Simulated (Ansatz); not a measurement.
**Geometry relaxation, with input and output: C2H6Cl2Ga (part 2 of 2)**

Continued. System: C2H6Cl2Ga, multiplicity 2. Method: UKS PBE/def2-SVP (Ansatz 0.2.0). It belongs to a series of runs on one base structure; here: end point B relaxed.

Geometry of the input (Å):
```
Ga 0.1547  0.0820  -0.1155
H  0.3549  0.0651  2.6439
Cl 1.9607  0.0585  -1.3911
C  -1.6396  -0.0090  -1.0909
H  -2.0854  -0.9594  -0.7283
H  -2.2385  0.8179  -0.6558
C  -1.5175  0.0599  -2.6085
H  -2.5212  -0.0158  -3.0829
H  -1.0643  1.0123  -2.9497
H  -0.8968  -0.7618  -3.0174
Cl -0.4274  -0.0712  3.7264
```

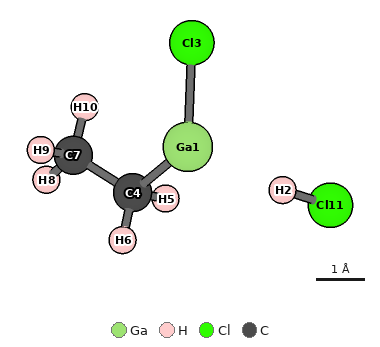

Fig. 1: The geometry at step 19 of the log (ball-and-stick view, seen at a tilt; atoms are numbered from 1 in the order of the input).

**Trajectory as extended XYZ, continued**
```
11
Properties=species:S:1:pos:R:3:forces:R:3 step=5 energy=-79558.59292
Ga    0.1683    0.0841   -0.0485   -0.0080   0.0095  -0.0014
H     0.1478    0.0866    2.2569   -0.0131  -0.0060   0.0418
Cl    1.9800    0.0511   -1.3069   -0.0060  -0.0049   0.0040
C    -1.6296   -0.0104   -1.0215    0.0303  -0.0022   0.0081
H    -2.0763   -0.9615   -0.6606   -0.0008   0.0022   0.0000
H    -2.2270    0.8192   -0.5887   -0.0024  -0.0028  -0.0007
C    -1.4959    0.0597   -2.5378   -0.0150  -0.0006  -0.0026
H    -2.4969   -0.0133   -3.0186    0.0039   0.0008  -0.0032
H    -1.0392    1.0114   -2.8757   -0.0019   0.0012  -0.0027
H    -0.8744   -0.7632   -2.9433   -0.0013  -0.0008  -0.0026
Cl   -0.3773   -0.0854    3.4750    0.0143   0.0037  -0.0406
11
Properties=species:S:1:pos:R:3:forces:R:3 step=6 energy=-79558.59370
Ga    0.1753    0.1297   -0.0546   -0.0009  -0.0191   0.0062
H     0.1522    0.1170    2.2716   -0.0041   0.0087   0.0066
Cl    1.9866    0.0011   -1.3077   -0.0033  -0.0020   0.0015
C    -1.6220   -0.0068   -1.0206   -0.0195   0.0432  -0.0029
H    -2.0521   -0.9643   -0.6568    0.0157  -0.0078   0.0118
H    -2.2341    0.8125   -0.5866    0.0063  -0.0207  -0.0177
C    -1.5003    0.0625   -2.5386    0.0182  -0.0023   0.0040
H    -2.5022   -0.0262   -3.0139   -0.0092   0.0013   0.0011
H    -1.0600    1.0205   -2.8809   -0.0065   0.0010  -0.0043
H    -0.8686   -0.7513   -2.9472   -0.0014   0.0029   0.0063
Cl   -0.3955   -0.1163    3.4656    0.0045  -0.0053  -0.0126
11
Properties=species:S:1:pos:R:3:forces:R:3 step=8 energy=-79558.59469
Ga    0.1767    0.1457   -0.0539    0.0058   0.0023  -0.0020
H     0.1434    0.1624    2.2718   -0.0048  -0.0011   0.0096
Cl    1.9866   -0.0275   -1.3047   -0.0068  -0.0062   0.0077
C    -1.6200   -0.0012   -1.0190   -0.0212   0.0254   0.0001
H    -2.0397   -0.9620   -0.6510    0.0100  -0.0043   0.0042
H    -2.2400    0.8131   -0.5878    0.0081  -0.0159  -0.0117
C    -1.5005    0.0634   -2.5374    0.0149  -0.0018   0.0026
H    -2.5024   -0.0354   -3.0109   -0.0050   0.0004   0.0014
H    -1.0692    1.0242   -2.8840   -0.0065  -0.0013  -0.0021
H    -0.8622   -0.7465   -2.9436   -0.0011   0.0037   0.0058
Cl   -0.3931   -0.1579    3.4508    0.0066  -0.0013  -0.0156
11
Properties=species:S:1:pos:R:3:forces:R:3 step=10 energy=-79558.59601
Ga    0.1761    0.1763   -0.0517    0.0194   0.0108  -0.0192
H     0.1362    0.2006    2.2622   -0.0120  -0.0084   0.0282
Cl    1.9878   -0.0710   -1.2900   -0.0221  -0.0065   0.0195
C    -1.6189    0.0075   -1.0162   -0.0231   0.0108   0.0036
H    -2.0214   -0.9593   -0.6429    0.0078   0.0041  -0.0036
H    -2.2531    0.8129   -0.5893    0.0116  -0.0136  -0.0068
C    -1.5010    0.0657   -2.5349    0.0098  -0.0012  -0.0031
H    -2.5019   -0.0519   -3.0071    0.0051  -0.0002   0.0039
H    -1.0864    1.0318   -2.8876   -0.0084  -0.0078   0.0023
H    -0.8496   -0.7361   -2.9366   -0.0029   0.0075   0.0059
Cl   -0.3882   -0.1982    3.4245    0.0148   0.0045  -0.0307
11
Properties=species:S:1:pos:R:3:forces:R:3 step=12 energy=-79558.59857
Ga    0.1656    0.2485   -0.0465    0.0637   0.0126  -0.0539
H     0.1305    0.2903    2.2537   -0.0787  -0.0982   0.1631
Cl    1.9815   -0.1674   -1.2427   -0.0714   0.0031   0.0576
C    -1.6229    0.0272   -1.0130   -0.0221  -0.0131   0.0186
H    -1.9909   -0.9503   -0.6296    0.0066   0.0213  -0.0115
H    -2.2857    0.8150   -0.5980    0.0143  -0.0140  -0.0058
C    -1.5014    0.0692   -2.5320   -0.0011   0.0016  -0.0175
H    -2.4964   -0.0912   -3.0057    0.0267   0.0010   0.0106
H    -1.1226    1.0462   -2.8969   -0.0109  -0.0211   0.0080
H    -0.8187   -0.7136   -2.9197   -0.0100   0.0177   0.0079
Cl   -0.3595   -0.2954    3.3608    0.0830   0.0890  -0.1770
11
Properties=species:S:1:pos:R:3:forces:R:3 step=13 energy=-79558.60112
Ga    0.1554    0.2995   -0.0454    0.0565  -0.0255  -0.0513
H     0.1280    0.2947    2.2311   -0.0577  -0.0669   0.1452
Cl    1.9752   -0.2021   -1.2014   -0.0704   0.0114   0.0527
C    -1.6285    0.0394   -1.0113   -0.0135   0.0108   0.0172
H    -1.9838   -0.9392   -0.6195    0.0153   0.0145  -0.0043
H    -2.3028    0.8224   -0.6067    0.0053  -0.0124  -0.0111
C    -1.5008    0.0678   -2.5300   -0.0054  -0.0038  -0.0164
H    -2.4908   -0.1128   -3.0066    0.0227   0.0016   0.0081
H    -1.1356    1.0466   -2.9030   -0.0100  -0.0125   0.0034
H    -0.8042   -0.7082   -2.9064   -0.0074   0.0135   0.0079
Cl   -0.3325   -0.3296    3.3296    0.0647   0.0693  -0.1515
11
Properties=species:S:1:pos:R:3:forces:R:3 step=15 energy=-79558.60866
Ga    0.1147    0.3942   -0.0268    0.0745  -0.0112  -0.0928
H     0.1310    0.3968    2.2113   -0.0271  -0.0697   0.0984
Cl    1.9410   -0.3123   -1.0645   -0.0892   0.0222   0.0604
C    -1.6496    0.0707   -1.0087   -0.0031   0.0131   0.0236
H    -1.9734   -0.9117   -0.6003    0.0004   0.0018  -0.0048
H    -2.3572    0.8387   -0.6339    0.0113  -0.0160  -0.0120
C    -1.4974    0.0673   -2.5258   -0.0062  -0.0160  -0.0174
H    -2.4689   -0.1716   -3.0148    0.0252   0.0049   0.0123
H    -1.1729    1.0531   -2.9174   -0.0052  -0.0082   0.0026
H    -0.7584   -0.6845   -2.8697   -0.0127   0.0182   0.0092
Cl   -0.2294   -0.4624    3.1808    0.0321   0.0609  -0.0796
11
Properties=species:S:1:pos:R:3:forces:R:3 step=17 energy=-79558.61383
Ga    0.0937    0.4687   -0.0330    0.0621  -0.0130  -0.0443
H     0.1620    0.4409    2.2446   -0.0258  -0.0697   0.0702
Cl    1.9094   -0.3808   -0.9751   -0.0617   0.0225   0.0317
C    -1.6608    0.0943   -1.0122   -0.0130  -0.0065   0.0188
H    -1.9590   -0.8903   -0.5886    0.0026   0.0139  -0.0079
H    -2.3920    0.8492   -0.6581    0.0119  -0.0105  -0.0061
C    -1.4980    0.0655   -2.5282   -0.0065  -0.0004  -0.0173
H    -2.4562   -0.2180   -3.0190    0.0204   0.0042   0.0084
H    -1.2067    1.0549   -2.9377   -0.0054  -0.0169   0.0066
H    -0.7298   -0.6660   -2.8506   -0.0085   0.0107   0.0038
Cl   -0.1830   -0.5399    3.0881    0.0239   0.0657  -0.0638
11
Properties=species:S:1:pos:R:3:forces:R:3 step=19 energy=-79558.61478
Ga    0.1018    0.4899   -0.0425    0.0381  -0.0034  -0.0147
H     0.1521    0.4539    2.2391   -0.0103  -0.0387   0.0453
Cl    1.9109   -0.3960   -0.9569   -0.0367   0.0121   0.0112
C    -1.6569    0.0990   -1.0059    0.0061  -0.0068   0.0040
H    -1.9465   -0.8852   -0.5765    0.0010   0.0062  -0.0022
H    -2.3900    0.8516   -0.6526    0.0001  -0.0024  -0.0045
C    -1.4992    0.0640   -2.5223   -0.0109   0.0012  -0.0110
H    -2.4562   -0.2287   -3.0090    0.0096   0.0011   0.0017
H    -1.2164    1.0534   -2.9371   -0.0035  -0.0081   0.0014
H    -0.7265   -0.6631   -2.8435   -0.0032   0.0030   0.0012
Cl   -0.1935   -0.5603    3.0374    0.0097   0.0360  -0.0324
11
Properties=species:S:1:pos:R:3:forces:R:3 step=21 energy=-79558.61559
Ga    0.1173    0.5228   -0.0552   -0.0033   0.0113   0.0137
H     0.1549    0.4697    2.2556   -0.0308  -0.0894   0.0633
Cl    1.9090   -0.4107   -0.9492    0.0065  -0.0055  -0.0093
C    -1.6476    0.1091   -0.9979    0.0162  -0.0036  -0.0132
H    -1.9234   -0.8733   -0.5565   -0.0015  -0.0018   0.0036
H    -2.3850    0.8583   -0.6477   -0.0095   0.0064   0.0017
C    -1.5012    0.0596   -2.5153   -0.0066   0.0024   0.0022
H    -2.4571   -0.2505   -2.9923   -0.0029  -0.0026  -0.0015
H    -1.2343    1.0479   -2.9425   -0.0006   0.0006  -0.0020
H    -0.7215   -0.6607   -2.8340    0.0030  -0.0042  -0.0021
Cl   -0.2317   -0.5937    2.9654    0.0296   0.0863  -0.0564
11
Properties=species:S:1:pos:R:3:forces:R:3 step=22 energy=-79558.61598
Ga    0.1217    0.5230   -0.0574   -0.0168   0.0245   0.0174
H     0.1569    0.4617    2.2663   -0.0213  -0.0572   0.0406
Cl    1.9137   -0.4012   -0.9590    0.0119  -0.0120  -0.0133
C    -1.6456    0.1130   -0.9989    0.0174  -0.0044  -0.0111
H    -1.9220   -0.8673   -0.5532   -0.0051  -0.0054   0.0020
H    -2.3822    0.8639   -0.6503   -0.0008   0.0057   0.0035
C    -1.5023    0.0574   -2.5163   -0.0048  -0.0021   0.0054
H    -2.4592   -0.2546   -2.9897   -0.0052  -0.0034  -0.0039
H    -1.2364    1.0437   -2.9483    0.0011   0.0054  -0.0021
H    -0.7234   -0.6642   -2.8340    0.0031  -0.0045  -0.0022
Cl   -0.2416   -0.5970    2.9711    0.0204   0.0535  -0.0364
11
Properties=species:S:1:pos:R:3:forces:R:3 step=24 energy=-79558.61688
Ga    0.1430    0.5830   -0.0722   -0.0356   0.0038   0.0061
H     0.1585    0.4404    2.3242   -0.0327  -0.0764   0.0373
Cl    1.9140   -0.3724   -0.9856    0.0305  -0.0115  -0.0095
C    -1.6312    0.1451   -0.9941   -0.0112  -0.0068  -0.0139
H    -1.9029   -0.8201   -0.5122    0.0045   0.0139  -0.0061
H    -2.3664    0.9064   -0.6640    0.0052  -0.0021  -0.0020
C    -1.5040    0.0380   -2.5109    0.0024   0.0060   0.0194
H    -2.4638   -0.2980   -2.9628    0.0026   0.0034   0.0048
H    -1.2504    1.0111   -2.9798   -0.0017  -0.0095   0.0062
H    -0.7231   -0.6886   -2.8122    0.0013   0.0015   0.0039
Cl   -0.2942   -0.6665    2.8998    0.0347   0.0776  -0.0463
11
Properties=species:S:1:pos:R:3:forces:R:3 step=26 energy=-79558.61744
Ga    0.1413    0.6088   -0.0730   -0.0002  -0.0077  -0.0124
H     0.1502    0.4274    2.3453   -0.0130  -0.0417   0.0175
Cl    1.9183   -0.3436   -0.9885   -0.0066   0.0066   0.0065
C    -1.6338    0.1657   -0.9921   -0.0163  -0.0210  -0.0106
H    -1.9151   -0.7867   -0.4893    0.0080   0.0316  -0.0176
H    -2.3633    0.9408   -0.6805    0.0140  -0.0131  -0.0080
C    -1.5025    0.0243   -2.5062   -0.0021   0.0116   0.0160
H    -2.4631   -0.3169   -2.9535    0.0139   0.0088   0.0083
H    -1.2422    0.9862   -2.9956   -0.0052  -0.0286   0.0147
H    -0.7242   -0.7132   -2.7889   -0.0072   0.0123   0.0070
Cl   -0.2860   -0.7144    2.8526    0.0150   0.0413  -0.0214
11
Properties=species:S:1:pos:R:3:forces:R:3 step=28 energy=-79558.61781
Ga    0.1314    0.6360   -0.0729    0.0188  -0.0080  -0.0077
H     0.1680    0.4032    2.3669   -0.0152  -0.0377   0.0143
Cl    1.9173   -0.3033   -0.9892   -0.0183   0.0096   0.0089
C    -1.6415    0.1852   -0.9917   -0.0175  -0.0158  -0.0059
H    -1.9360   -0.7524   -0.4692    0.0087   0.0329  -0.0185
H    -2.3649    0.9751   -0.7029    0.0161  -0.0212  -0.0104
C    -1.4997    0.0089   -2.5009    0.0039   0.0097   0.0104
H    -2.4598   -0.3328   -2.9484    0.0101   0.0049   0.0040
H    -1.2262    0.9574   -3.0090   -0.0054  -0.0298   0.0139
H    -0.7253   -0.7415   -2.7606   -0.0161   0.0187   0.0064
Cl   -0.2838   -0.7574    2.8082    0.0150   0.0368  -0.0153
11
Properties=species:S:1:pos:R:3:forces:R:3 step=29 energy=-79558.61798
Ga    0.1229    0.6535   -0.0721    0.0210  -0.0056   0.0034
H     0.1771    0.3854    2.3763   -0.0134  -0.0300   0.0120
Cl    1.9141   -0.2746   -0.9889   -0.0132   0.0067   0.0044
C    -1.6473    0.1978   -0.9920   -0.0208  -0.0015  -0.0049
H    -1.9522   -0.7293   -0.4577    0.0076   0.0240  -0.0126
H    -2.3667    0.9974   -0.7197    0.0163  -0.0241  -0.0093
C    -1.4974   -0.0013   -2.4971    0.0179   0.0042   0.0054
H    -2.4571   -0.3404   -2.9464   -0.0001  -0.0024  -0.0019
H    -1.2119    0.9371   -3.0166   -0.0043  -0.0221   0.0100
H    -0.7271   -0.7615   -2.7408   -0.0228   0.0210   0.0052
Cl   -0.2750   -0.7856    2.7852    0.0120   0.0300  -0.0117
11
Properties=species:S:1:pos:R:3:forces:R:3 step=31 energy=-79558.61828
Ga    0.1223    0.6822   -0.0719   -0.0024   0.0021   0.0063
H     0.1710    0.3572    2.3994   -0.0018  -0.0036   0.0039
Cl    1.9149   -0.2257   -1.0016    0.0115  -0.0036  -0.0046
C    -1.6470    0.2200   -0.9919   -0.0241   0.0056  -0.0122
H    -1.9639   -0.6894   -0.4360    0.0037   0.0075  -0.0032
H    -2.3600    1.0324   -0.7427    0.0118  -0.0139  -0.0033
C    -1.4960   -0.0182   -2.4910    0.0326   0.0050   0.0062
H    -2.4585   -0.3550   -2.9349   -0.0121  -0.0057  -0.0032
H    -1.1954    0.9023   -3.0329   -0.0047  -0.0117   0.0083
H    -0.7356   -0.7941   -2.7140   -0.0158   0.0140   0.0054
Cl   -0.2723   -0.8332    2.7478    0.0012   0.0043  -0.0035
11
Properties=species:S:1:pos:R:3:forces:R:3 step=33 energy=-79558.61837
Ga    0.1267    0.6860   -0.0727   -0.0054   0.0101   0.0000
H     0.1643    0.3522    2.4058    0.0038   0.0092  -0.0001
Cl    1.9224   -0.2129   -1.0069    0.0030  -0.0040  -0.0030
C    -1.6453    0.2257   -0.9909    0.0049  -0.0061  -0.0065
H    -1.9641   -0.6789   -0.4292   -0.0025  -0.0050   0.0032
H    -2.3553    1.0410   -0.7461   -0.0017   0.0079   0.0039
C    -1.4964   -0.0224   -2.4879   -0.0038   0.0005   0.0038
H    -2.4606   -0.3604   -2.9284   -0.0003   0.0004  -0.0006
H    -1.1946    0.8934   -3.0359    0.0002   0.0045  -0.0025
H    -0.7390   -0.8010   -2.7066    0.0055  -0.0061  -0.0016
Cl   -0.2788   -0.8442    2.7293   -0.0038  -0.0114   0.0033
```
